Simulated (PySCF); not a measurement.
## Electronic structure of C3H17BN2Si2 in real space

Input file:

```
{"job": {"kind": "nmr", "xc": "PBE0", "basis": "pcSseg-1"}, "charge": 0, "multiplicity": 1}
C      3.927145     0.172258     0.286002
N      2.592799     0.313503     0.826894
C      1.552743     0.023158    -0.147245
C      0.163838     0.122753     0.473429
B     -1.017553    -0.133113    -0.621403
Si    -1.138383    -2.002991    -1.255529
N     -2.450014     0.171937     0.225915
Si    -2.975129     1.887056     0.247873
H      4.056379     0.898908    -0.517013
H      4.655425     0.384945     1.067676
H      4.130584    -0.829797    -0.125380
H      2.482894    -0.312212     1.621583
H      1.679479    -0.977840    -0.600936
H      1.648668     0.759497    -0.951383
H      0.086675     1.111766     0.938847
H      0.112146    -0.605836     1.293990
H     -1.001335     0.690966    -1.489910
H     -1.084653    -3.014910    -0.173208
H     -0.166682    -2.485698    -2.245333
H     -2.459858    -2.312055    -1.869376
H     -3.152706    -0.426986    -0.197541
H     -2.273141    -0.201032     1.153895
H     -3.489682     2.149245    -1.090487
H     -1.839134     2.698014     0.651882
H     -4.051440     1.942610     1.245728
```

Run with:

```sh
OMP_NUM_THREADS=1 python probes_run.py task.json out
```

Geometry: GFN2-xTB.

Theory: PBE0/pcSseg-1, SCF density, gas phase, non-relativistic (PySCF).

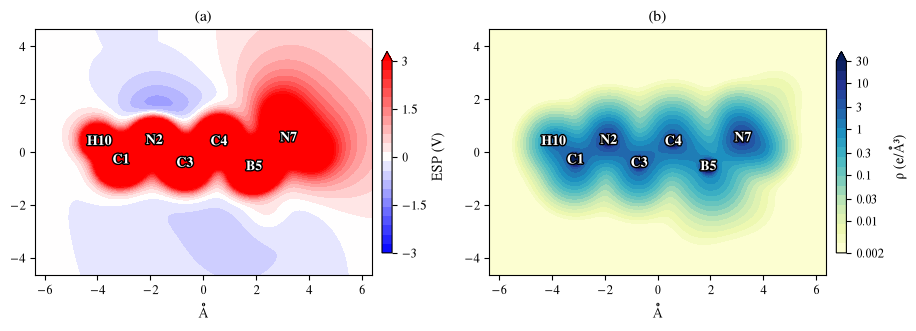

Figure 1. (a) electrostatic potential; (b) total electron density on the plane of atoms C1, N2 and C3.

### Read the bonding off the picture.

- The section cuts through C, N, B and H sites.
- C–N (1.45 Å): ρ is about 1.9 e/Å³ halfway.
- C–C (1.52 Å): the density is about 1.6 e/Å³ at the midpoint.
- C–B (1.63 Å): ρ is about 1.3 e/Å³ halfway.
- B–N (1.69 Å): the density is about 1 e/Å³ at the midpoint.
- Outside the dense part of the molecule the potential is most negative (−1.1 V) near H12, which lies off the plane.

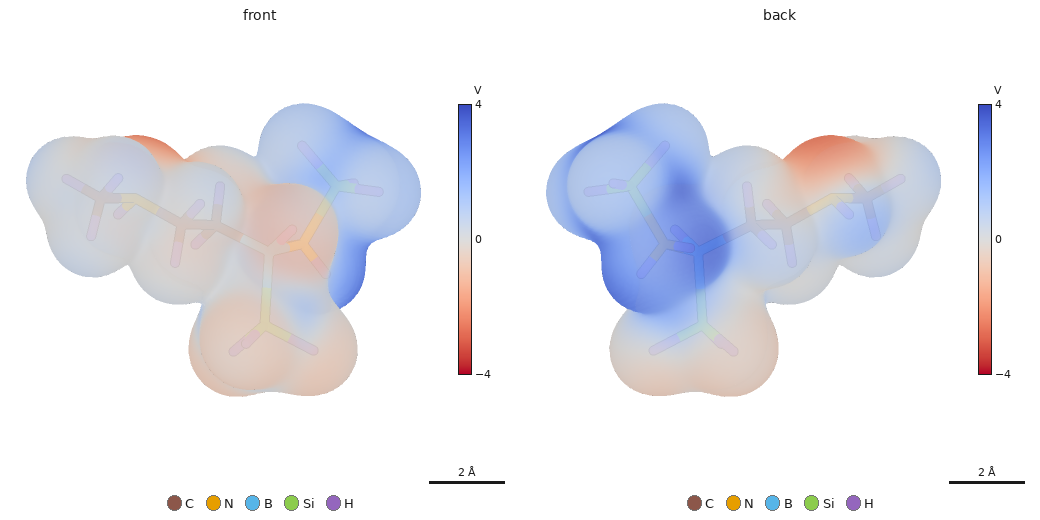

Figure 2. The electrostatic potential painted on the density surface at 0.004 e/bohr³, seen from the front and from behind; the colour scale runs from red (negative) to blue (positive).

### Which sites attract a positive test charge, and which a negative one?

A positive charge is drawn to the negative regions and a negative charge to the positive ones. The most negative region (about −2.4 V) lies over N2, the most positive (about +3.1 V) over Si8, H21 and H22. N2 is the likeliest acceptor of a hydrogen bond.

### What dipole moment does the calculation give?

Its dipole moment is 4.76 D.
